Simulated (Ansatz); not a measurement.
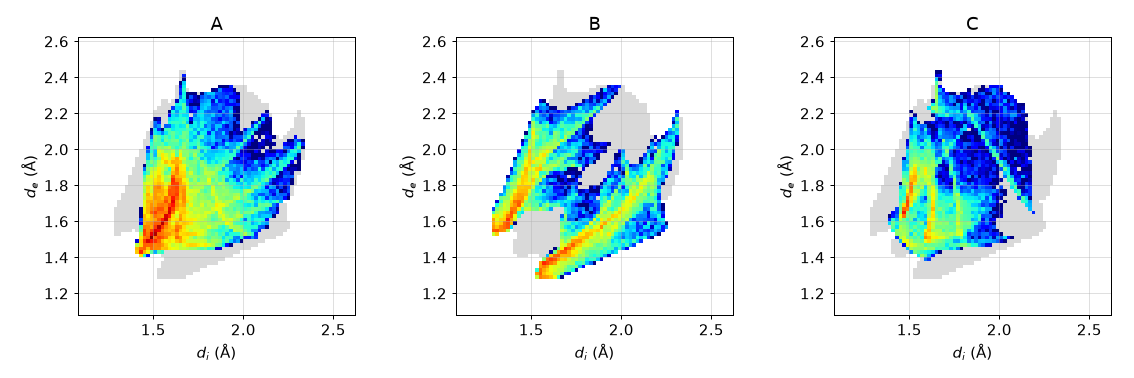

Fingerprint plots of the Hirshfeld surface computed for the C₆F₄O₂ molecule in C₃OF₂ (P2_1/c, No. 14), each panel colouring one kind of contact over the whole plot in grey. The kinds are C···O, F···F, F···O, in shuffled order.

The surface is where the fragment's share of the procrystal density (the sum of the densities of spherically averaged neutral Hartree-Fock atoms) equals one half. d_i and d_e are the distances from the surface to the nearest nucleus inside and outside. Van der Waals radii (Alvarez): C 1.77 Å, O 1.50 Å, F 1.46 Å.

The cell is taken from the end point of a relaxation at fixed volume with DFT PBE+D3(BJ), scalar-relativistic, plane waves, PAW in Ansatz.

```
C O F
1.0
     6.57950    0.00000    0.00000
     0.00000    5.24140    0.00000
    -2.69806    0.00000    8.17111
C O F
12 4 8
Direct
  0.72086 0.96515 0.09221
  0.27914 0.46515 0.40779
  0.27914 0.03485 0.90779
  0.72086 0.53485 0.59221
  0.66691 0.16876 0.99211
  0.33309 0.66876 0.50789
  0.33309 0.83124 0.00789
  0.66691 0.33124 0.49211
  0.55786 0.78004 0.10590
  0.44214 0.28004 0.39410
  0.44214 0.21996 0.89410
  0.55786 0.71996 0.60590
  0.60707 0.58959 0.19212
  0.39293 0.08959 0.30788
  0.39293 0.41041 0.80788
  0.60707 0.91041 0.69212
  0.92106 0.91619 0.18050
  0.07894 0.41619 0.31950
  0.07894 0.08381 0.81950
  0.92106 0.58381 0.68050
  0.81028 0.33360 0.97355
  0.18972 0.83360 0.52645
  0.18972 0.66640 0.02645
  0.81028 0.16640 0.47355
```

**Which panel shows which contact, and what share of the surface does each take?**

A: F···F, 43 % of the area, smallest d_i + d_e about 2.8 Å. B: C···O, 30 % of the area, smallest d_i + d_e about 2.8 Å. C: F···O, 15 % of the area, smallest d_i + d_e about 3.0 Å.

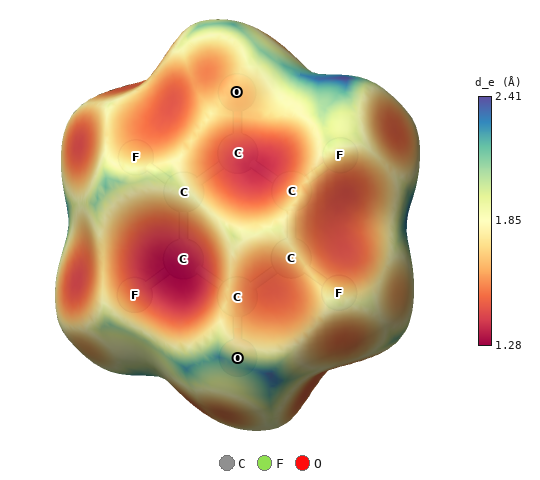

Hirshfeld surface computed for the C₆F₄O₂ molecule in C3OF2 (P2_1/c, No. 14), coloured by d_e.
